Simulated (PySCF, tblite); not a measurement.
# C₇H₁₁ClSi: geometry, infrared bands and NMR shifts

Wanted: the infrared bands and NMR shifts of C₇H₁₁ClSi (`C#C[C@@H]1C[SiH2]CC[C@H]1Cl`), by calculation.

Computed with tblite 0.8.0 and PySCF 2.14.0, with density-fitted response routines of our own, on a single molecule in the gas phase. Atoms count from 0, in the outputs and in this text.

## 1. The starting structure

20 atoms, charge 0, multiplicity 1; geometry from: force field or distance geometry start.

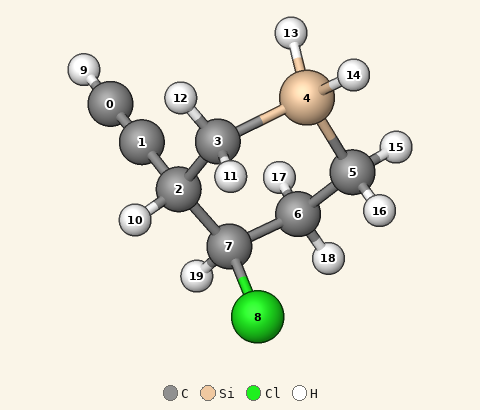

As it starts; carbon grey, silicon light orange, chlorine green, hydrogen white, atoms numbered.

## 2. Optimising the geometry with GFN2-xTB

What the job is given:

```
{"job": {"kind": "relax", "xc": "GFN2-xTB", "basis": "xTB"}, "charge": 0, "multiplicity": 1}
C      2.632900    -0.243600     1.620100
C      1.957500    -0.267100     0.609600
C      1.158600    -0.311800    -0.618100
C      0.635300     1.111800    -0.990100
Si    -0.814300     1.700100     0.070200
C     -1.885700     0.167600     0.251400
C     -1.067000    -1.108700     0.501000
C      0.057600    -1.398100    -0.517100
Cl    -0.664600    -1.711700    -2.140000
H      3.209700    -0.210100     2.513200
H      1.839100    -0.606100    -1.424600
H      0.300600     1.101500    -2.025000
H      1.444300     1.838500    -0.904800
H     -0.327400     2.140000     1.393400
H     -1.553100     2.813900    -0.600400
H     -2.586200     0.319200     1.093500
H     -2.485000     0.051600    -0.648000
H     -0.624100    -1.067700     1.507600
H     -1.762400    -1.959000     0.537500
H      0.529000    -2.349800    -0.232200
```

The run is started by

```
$ OMP_NUM_THREADS=1 python probes_run.py task.json out
```

This one command runs all jobs of the session in turn.

What it wrote:

```text
step      E/eV     max force
  0    -729.47728    1.544
  1    -729.46438    3.986
  2    -729.53460    0.342
  3    -729.54931    0.448
  4    -729.57658    0.433
  5    -729.58364    0.201
  6    -729.59123    0.213
  7    -729.59480    0.219
  8    -729.59805    0.146
  9    -729.59980    0.114
 10    -729.60128    0.107
 11    -729.60270    0.117
 12    -729.60452    0.147
 13    -729.60668    0.128
 14    -729.60898    0.100
 15    -729.61102    0.085
 16    -729.61280    0.108
 17    -729.61453    0.122
 18    -729.61617    0.104
 19    -729.61751    0.088
 20    -729.61864    0.071
 21    -729.61965    0.086
 22    -729.62057    0.073
 23    -729.62122    0.050
 24    -729.62157    0.036
 25    -729.62179    0.040
 26    -729.62206    0.038
 27    -729.62244    0.054
 28    -729.62289    0.056
 29    -729.62332    0.047
 30    -729.62372    0.044
 31    -729.62415    0.054
 32    -729.62465    0.056
 33    -729.62510    0.044
 34    -729.62539    0.032
 35    -729.62557    0.033
 36    -729.62576    0.041
 37    -729.62598    0.048
 38    -729.62623    0.037
 39    -729.62646    0.033
 40    -729.62666    0.035
 41    -729.62687    0.037
 42    -729.62708    0.035
 43    -729.62727    0.031
 44    -729.62742    0.029
 45    -729.62758    0.031
 46    -729.62777    0.032
 47    -729.62795    0.035
 48    -729.62806    0.020
 49    -729.62811    0.016
 50    -729.62816    0.018
 51    -729.62823    0.026
 52    -729.62834    0.031
 53    -729.62845    0.025
 54    -729.62855    0.023
 55    -729.62864    0.023
 56    -729.62875    0.034
 57    -729.62885    0.032
 58    -729.62893    0.017
 59    -729.62897    0.015
 60    -729.62899    0.013
 61    -729.62901    0.012
 62    -729.62903    0.010
```

Run time: 1.1 s. Hardware: 1 thread of Arm Neoverse N1, shared host; peak memory 0.18 GiB.

The steps of the relaxation: (not every step is listed) (the energy doesn't fall at every step)

| step | energy from step 0 (eV) | largest force (eV/Å) |
| --- | --- | --- |
| 0 | 0.0000 | 1.5436 |
| 1 | 0.0129 | 3.9857 |
| 2 | -0.0573 | 0.3418 |
| 3 | -0.0720 | 0.4478 |
| 4 | -0.0993 | 0.4330 |
| 5 | -0.1064 | 0.2014 |
| 6 | -0.1140 | 0.2127 |
| 7 | -0.1175 | 0.2186 |
| 8 | -0.1208 | 0.1460 |
| 12 | -0.1272 | 0.1467 |
| 16 | -0.1355 | 0.1078 |
| 20 | -0.1414 | 0.0707 |
| 24 | -0.1443 | 0.0359 |
| 28 | -0.1456 | 0.0563 |
| 32 | -0.1474 | 0.0557 |
| 36 | -0.1485 | 0.0405 |
| 40 | -0.1494 | 0.0351 |
| 44 | -0.1501 | 0.0289 |
| 48 | -0.1508 | 0.0197 |
| 52 | -0.1511 | 0.0309 |
| 56 | -0.1515 | 0.0344 |
| 57 | -0.1516 | 0.0316 |
| 58 | -0.1517 | 0.0170 |
| 59 | -0.1517 | 0.0151 |
| 60 | -0.1517 | 0.0132 |
| 61 | -0.1517 | 0.0123 |
| 62 | -0.1517 | 0.0096 |

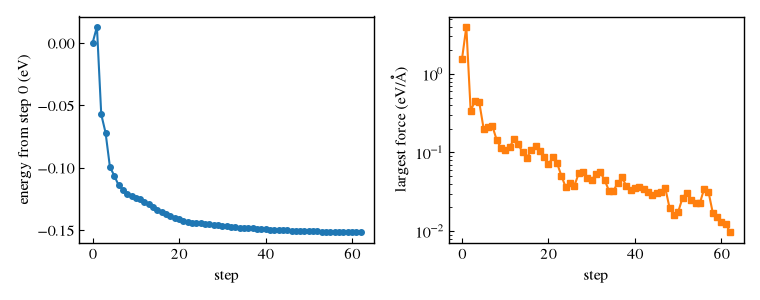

Energy and largest force along the relaxation.

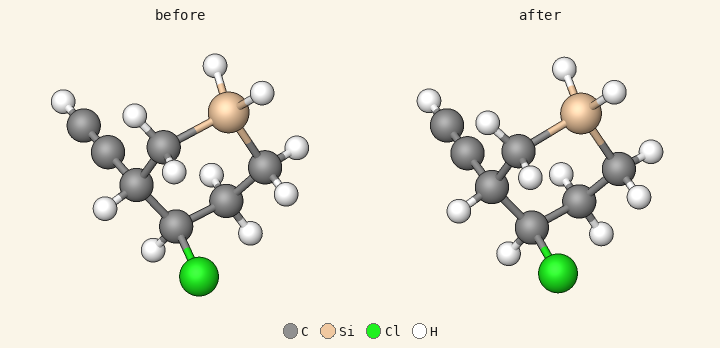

The geometry before (left) and after (right).

Distances of close pairs at the start and the end, largest changes first:

| bond | before (Å) | after (Å) | change (Å) |
| --- | --- | --- | --- |
| Si4–H14 | 1.495 | 1.465 | -0.030 |
| C2–C3 | 1.562 | 1.534 | -0.028 |
| Si4–C5 | 1.879 | 1.899 | +0.021 |
| C6–C7 | 1.544 | 1.524 | -0.020 |
| C0–C1 | 1.216 | 1.197 | -0.019 |
| C5–H15 | 1.106 | 1.090 | -0.016 |
| C0–H9 | 1.064 | 1.049 | -0.015 |
| C2–C7 | 1.550 | 1.536 | -0.014 |

The final coordinates are the input of the step that follows.

## 3. Infrared spectrum with GFN2-xTB

What the job is given:

```
{"job": {"kind": "ir", "xc": "GFN2-xTB", "basis": "xTB"}, "charge": 0, "multiplicity": 1}
C      2.440007    -0.184270     1.665973
C      1.852002    -0.238856     0.624945
C      1.148024    -0.301969    -0.643840
C      0.632495     1.084879    -1.047625
Si    -0.748605     1.683363     0.112107
C     -1.855682     0.148819     0.276577
C     -1.012263    -1.098659     0.527916
C      0.043009    -1.363560    -0.539338
Cl    -0.742686    -1.552116    -2.141717
H      2.957818    -0.132672     2.576901
H      1.864680    -0.646638    -1.403394
H      0.257369     1.023541    -2.070304
H      1.474891     1.777273    -1.060693
H     -0.194878     2.059443     1.417757
H     -1.476449     2.804936    -0.487221
H     -2.573817     0.255252     1.089471
H     -2.436020     0.004463    -0.635739
H     -0.487232    -1.003325     1.482164
H     -1.661603    -1.976910     0.591518
H      0.513790    -2.332315    -0.338493
```

What it wrote:

```text
mode    cm-1     km/mol
  1      81.0      1.15
  2      92.4      0.12
  3     125.1      0.41
  4     185.8      1.41
  5     211.6      1.15
  6     260.2      0.54
  7     287.6      1.78
  8     322.3      1.91
  9     355.0      0.74
 10     425.6      0.83
 11     467.8     30.67
 12     480.9     29.38
 13     557.3      1.68
 14     615.6     35.12
 15     641.1     79.25
 16     664.6     13.60
 17     682.9     12.23
 18     688.2     24.33
 19     728.3      3.05
 20     745.3     25.38
 21     772.6    218.50
 22     805.0    220.15
 23     822.1    106.67
 24     848.8     21.38
 25     945.0      4.39
 26     966.0      7.76
 27    1015.4      3.12
 28    1090.0      1.75
 29    1121.2      4.50
 30    1136.7      1.28
 31    1174.9      0.92
 32    1179.9      0.56
 33    1207.8     22.44
 34    1235.9     21.21
 35    1284.3      6.21
 36    1299.0      8.31
 37    1304.8      0.60
 38    1318.3      0.27
 39    1349.1      2.00
 40    1468.0      6.48
 41    1473.9      3.49
 42    1482.8      6.80
 43    2235.9    332.93
 44    2250.7    303.34
 45    2287.9     13.53
 46    2878.8     34.04
 47    2916.8     19.02
 48    2949.3     43.09
 49    2968.3     11.99
 50    2981.6     23.97
 51    2985.1     79.39
 52    2996.1     20.36
 53    2999.3     33.41
 54    3395.1      4.31
```

Run time: 1.8 s. Hardware: 1 thread of Arm Neoverse N1, shared host; peak memory 0.18 GiB.

The strongest bands and the atoms that carry them (share of the mass-weighted mode):

| cm⁻¹ | km/mol | atoms |
| --- | --- | --- |
| 641 | 79.2 | H13 37 %, H14 31 % |
| 773 | 218.5 | H13 45 %, H14 42 % |
| 805 | 220.2 | Si4 24 %, C3 15 %, C5 13 %, H12 13 % |
| 822 | 106.7 | C7 24 %, C5 16 %, C3 13 %, H15 11 % |
| 2236 | 332.9 | H13 93 % |
| 2251 | 303.3 | H14 93 % |
| 2949 | 43.1 | H18 75 %, H17 16 % |
| 2985 | 79.4 | H16 45 %, H15 18 %, H11 14 % |

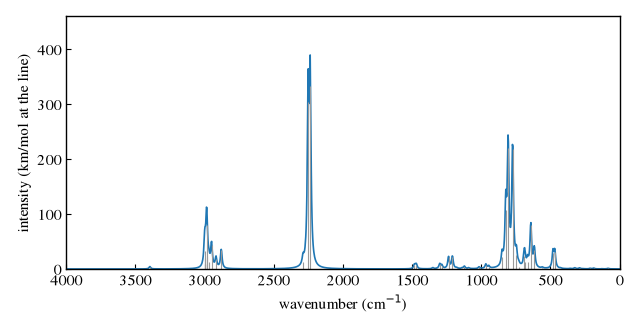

The infrared spectrum from these modes, unscaled. Lines are broadened to a width of 14 cm⁻¹ (Lorentzian).

## 4. Nuclear shieldings: PBE0/pcSseg-1

The job, as its differences from that of step 3:

```diff
@@ -1,2 +1,2 @@
-{"job": {"kind": "ir", "xc": "GFN2-xTB", "basis": "xTB"}, "charge": 0, "multiplicity": 1}
+{"job": {"kind": "nmr", "xc": "PBE0", "basis": "pcSseg-1"}, "charge": 0, "multiplicity": 1}
 C      2.440007    -0.184270     1.665973
```

Method: GIAO PBE0/pcSseg-1 NMR shielding, non-relativistic, gas phase.

What it wrote:

```text
coarse grid: 17672 points
cycle   1  E = -1022.2126962301  dE =  1.092e+00  |g| = 4.923e-01  |ddm| = 4.244e+00
cycle   2  E = -1022.2059472876  dE =  6.749e-03  |g| = 5.268e-01  |ddm| = 1.059e+00
cycle   3  E = -1022.2741342505  dE = -6.819e-02  |g| = 7.150e-02  |ddm| = 5.343e-01
cycle   4  E = -1022.2749873303  dE = -8.531e-04  |g| = 4.161e-02  |ddm| = 9.740e-02
cycle   5  E = -1022.2753400734  dE = -3.527e-04  |g| = 1.830e-02  |ddm| = 4.807e-02
cycle   6  E = -1022.2754195353  dE = -7.946e-05  |g| = 2.956e-03  |ddm| = 1.718e-02
cycle   7  E = -1022.2754216408  dE = -2.106e-06  |g| = 8.947e-04  |ddm| = 3.890e-03
final grid: 161224 points
cycle   8  E = -1022.3312649246  dE = -5.613e-05  |g| = 8.853e-03  |ddm| = 5.226e-02
cycle   9  E = -1022.3312512099  dE =  1.371e-05  |g| = 1.136e-02  |ddm| = 2.241e-02
cycle  10  E = -1022.3312835628  dE = -3.235e-05  |g| = 2.074e-03  |ddm| = 1.460e-02
cycle  11  E = -1022.3312844066  dE = -8.438e-07  |g| = 8.409e-04  |ddm| = 2.600e-03
cycle  12  E = -1022.3312845742  dE = -1.677e-07  |g| = 1.498e-04  |ddm| = 6.707e-04
cycle  13  E = -1022.3312845793  dE = -5.052e-09  |g| = 4.640e-05  |ddm| = 1.750e-04
cycle  14  E = -1022.3312845798  dE = -4.916e-10  |g| = 1.173e-05  |ddm| = 5.139e-05
converged SCF energy = -1022.3312845798

GIAO shielding tensors (ppm)
atom      isotropic    diamagn.    paramagn.     s11        s22        s33       span
  0 C      105.641     259.645    -154.003     36.342     39.468    241.113    204.771
  1 C       96.689     263.364    -166.674     -6.768      1.489    295.346    302.113
  2 C      151.846     243.179     -91.333    137.366    147.978    170.193     32.827
  3 C      177.013     249.560     -72.547    163.241    178.511    189.285     26.044
  4 Si     404.186     877.964    -473.777    383.380    399.299    429.881     46.501
  5 C      183.129     249.778     -66.649    174.414    186.181    188.793     14.380
  6 C      156.752     246.178     -89.426    149.782    152.030    168.444     18.663
  7 C      119.228     245.100    -125.873     87.934    114.043    155.707     67.773
  8 Cl     822.114    1147.245    -325.131    621.037    795.417   1049.887    428.850
  9 H       29.914      34.985      -5.072     24.647     24.781     40.313     15.665
 10 H       28.357      27.966       0.392     23.999     26.735     34.338     10.339
 11 H       30.021      29.780       0.241     24.829     29.687     35.547     10.718
 12 H       30.812      28.945       1.867     26.005     28.087     38.346     12.341
 13 H       27.277      28.452      -1.175     23.870     25.693     32.267      8.398
 14 H       27.751      27.970      -0.220     24.407     24.750     34.095      9.688
 15 H       31.107      28.822       2.285     25.862     27.770     39.690     13.828
 16 H       30.255      29.544       0.711     25.059     30.217     35.490     10.431
 17 H       29.074      30.396      -1.321     25.163     28.016     34.044      8.881
 18 H       29.583      29.491       0.092     24.254     27.597     36.898     12.644
 19 H       27.389      29.986      -2.597     22.478     27.147     32.542     10.064
```

Run time: 89 s. Hardware: 1 thread of Arm Neoverse N1, shared host; peak memory 0.93 GiB.

The references, computed at this level on geometries of the same kind, shield at (ppm): 1H TMS 31.72, 13C TMS 186.9, 29Si TMS 349.2, 35Cl HCl 950. Their shielding less the atom's gives the shift. The references are single molecules in the gas phase.

| atoms | environment | σ (ppm) | δ (ppm) | δ scaled to CDCl3 |
| --- | --- | --- | --- | --- |
| C1 | alkyne carbon | 96.7 | 90.2 | 86.2 |
| C0 | terminal alkyne carbon | 105.6 | 81.3 | 77.4 |
| C7 | sp3 CH bonded to Cl | 119.2 | 67.7 | 64.2 |
| C2 | propargylic sp3 CH | 151.8 | 35.1 | 32.3 |
| C6 | sp3 CH2 in a ring | 156.8 | 30.2 | 27.5 |
| C3 | sp3 CH2 bonded to Si | 177.0 | 9.9 | 7.8 |
| C5 | sp3 CH2 bonded to Si | 183.1 | 3.8 | 1.8 |
| H13 | hydrogen on a silicon bonded to 2 C, in a 6-membered ring | 27.28 | 4.44 | – |
| H19 | hydrogen on an sp3 CH bonded to Cl | 27.39 | 4.33 | 4.19 |
| H14 | hydrogen on a silicon bonded to 2 C, in a 6-membered ring | 27.75 | 3.97 | – |
| H10 | hydrogen on a propargylic sp3 CH | 28.36 | 3.36 | 3.27 |
| H17 | hydrogen on an sp3 CH2 in a ring | 29.07 | 2.64 | 2.60 |
| H18 | hydrogen on an sp3 CH2 in a ring | 29.58 | 2.13 | 2.12 |
| H9 | hydrogen on a terminal alkyne carbon | 29.91 | 1.80 | 1.81 |
| H11 | hydrogen on an sp3 CH2 bonded to Si | 30.02 | 1.70 | 1.70 |
| H16 | hydrogen on an sp3 CH2 bonded to Si | 30.26 | 1.46 | 1.48 |
| H12 | hydrogen on an sp3 CH2 bonded to Si | 30.81 | 0.90 | 0.96 |
| H15 | hydrogen on an sp3 CH2 bonded to Si | 31.11 | 0.61 | 0.68 |
| Si4 | silicon bonded to 2 C, 2 H, in a 6-membered ring | 404.2 | -55.0 | – |
| Cl8 | chlorine bonded to C | 822 | 128 | – |

The scaled column applies a straight-line fit of computed shieldings to shifts measured in CDCl3, with any fitted terms for Cl, Br or S neighbours (root-mean-square error 0.16 ppm for H, 1.9 ppm for C).

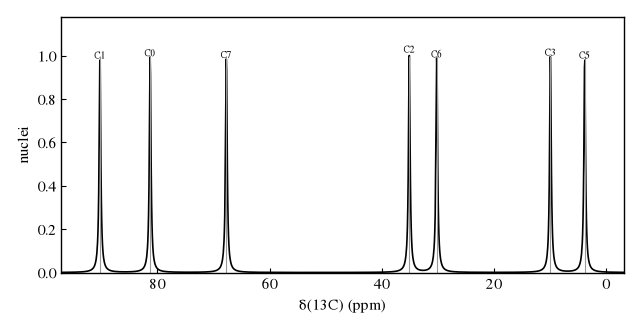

13C lines at the computed shifts, without couplings. Lines are broadened to a width of 0.35 ppm (Lorentzian).

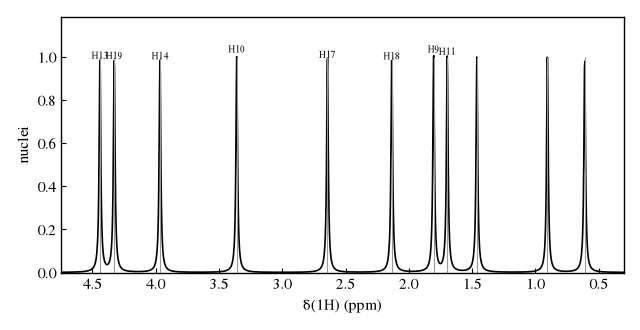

1H lines at the computed shifts, without couplings. Lines are broadened to a width of 0.02 ppm (Lorentzian).

Charges from the same density, by scheme (e):

| atoms | Mulliken | IAO | Hirshfeld | ESP fit |
| --- | --- | --- | --- | --- |
| C0 | -0.43 | -0.25 | -0.11 | -0.43 |
| C1 | 0.33 | -0.04 | -0.03 | -0.02 |
| C2 | -0.22 | -0.12 | -0.02 | 0.17 |
| C3 | -0.44 | -0.54 | -0.16 | -0.34 |
| Si4 | 0.65 | 0.75 | 0.33 | 0.47 |
| C5 | -0.51 | -0.54 | -0.17 | -0.30 |
| C6 | -0.17 | -0.26 | -0.08 | 0.00 |
| C7 | -0.22 | -0.08 | 0.02 | -0.35 |
| Cl8 | -0.11 | -0.13 | -0.04 | -0.11 |

ESP fit charges:

C0 -0.43; C1 -0.02; C2 0.17; C3 -0.34; Si4 0.47; C5 -0.30; C6 0.00; C7 -0.35; Cl8 -0.11; H9 0.31; H10 0.08; H11 0.11; H12 0.11; H13 -0.11; H14 -0.13; H15 0.08; H16 0.11; H17 0.08; H18 0.07; H19 0.20

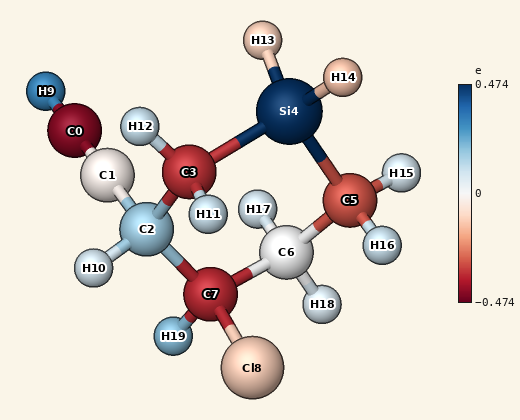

ESP fit charges, as colours on the atoms.

Mayer bond orders: C0–C1 2.52, C1–C2 0.97, C2–C3 1.03, C3–Si4 0.90, Si4–C5 0.91, C5–C6 1.03, C6–C7 1.00, C7–Cl8 1.01, C7–C2 0.97.

Ring of atoms C2, C3, Si4, C5, C6, C7: NICS(0) -2.3, NICS(1) -2.6, NICS(1)zz 1.8 ppm (means of both faces).

## 5. What came out

```
                                 quantity                                                                 value
strongest single infrared mode (GFN2-xTB)                                                 2236 cm⁻¹, 333 km/mol
             zero-point energy (GFN2-xTB)                                                         96.9 kcal/mol
   13C shifts against TMS (PBE0/pcSseg-1)                            90.2, 81.3, 67.7, 35.1, 30.2, 9.9, 3.8 ppm
    1H shifts against TMS (PBE0/pcSseg-1)  4.44, 4.33, 3.97, 3.36, 2.64, 2.13, 1.80, 1.70, 1.46, 0.90, 0.61 ppm
  29Si shifts against TMS (PBE0/pcSseg-1)                                                             -55.0 ppm
  35Cl shifts against HCl (PBE0/pcSseg-1)                                                               128 ppm
```

What this shows: Over 62 steps the energy fell by 0.152 eV; of the close pairs, Si4–H14 changed most, 1.495 to 1.465 Å. No mode is imaginary among the 54: a minimum at this level. The strongest single mode, at 2236 cm⁻¹, moves mainly H13. Unscaled tight-binding wavenumbers are off by several per cent, some by more. Its intensities can rank the bands wrongly. At PBE0/pcSseg-1: The largest span, 429 ppm, is at Cl8, where the paramagnetic term is -325 ppm.
